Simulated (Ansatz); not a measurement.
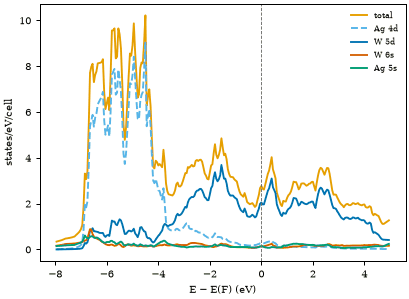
Figure: Total and projected density of states of AgW in space group Cmcm (No. 63; Ag on 4c, W on 4c), the program Ansatz at the PBEsol level (PAW)

Q: Which orbitals carry the states next to the Fermi level?

A: Within 0.5 eV of the Fermi level: W 5d 76 %, Ag 4d 10 %, W 6s 5 %, outside the projected shells 5 %. Projections are on Löwdin-orthogonalised atomic valence shells; empty p or d shells of many metals are not among them.

Q: Where is the tallest occupied peak in this window, and what makes it?

A: Near -4.5 eV, about 10 states/eV per cell; the largest projected share is Ag 4d.

The start of the workflow was typed in or built on a structure type; neither database checked (COD, Materials Project) lists it. Its standing as an ambient phase is unchecked. The cell was relaxed with PBEsol under the symmetry of its start; whether a distortion lowers the energy is not shown. No spin polarisation was allowed. Its formation energy is positive at this level, so the cell may be metastable or incomplete. Scalar-relativistic: spin–orbit coupling is off unless named, which matters more the heavier the elements.

Potentials: the later of the program's two PAW sets.
